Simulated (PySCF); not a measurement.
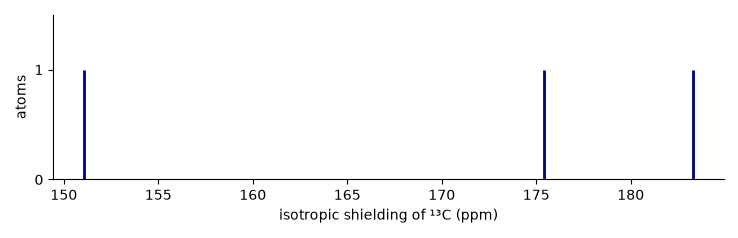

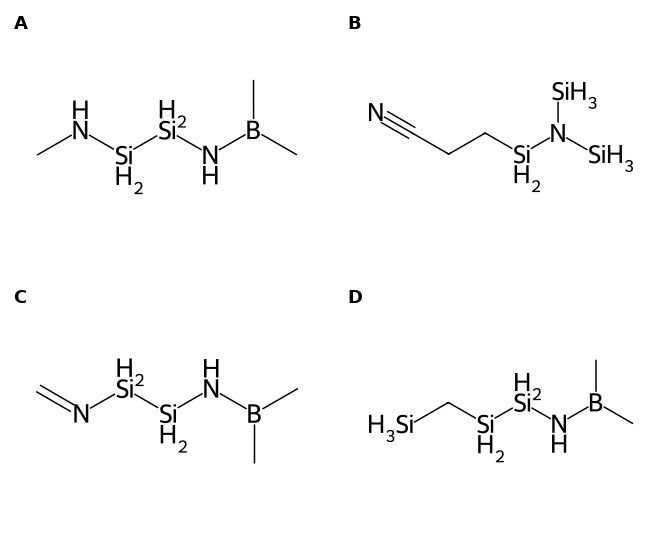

The sticks are computed shieldings of one of the molecules, for one fixed geometry (GFN2-xTB) without averaging over rotations. Low shielding means a high chemical shift. Method: GIAO PBE0/pcSseg-1 NMR shielding, non-relativistic, gas phase (PySCF 2.14.0).

### Match the spectrum to a structure.

A, `CN[SiH2][SiH2]NB(C)C`. Its 3 C atoms give lines at 151.0, 175.4, 183.3 ppm.

The geometry is semi-empirical. Around B, Si such bond lengths and angles can be off by a tenth of an ångström or more and by several degrees, and values that hang on the shape move with them.
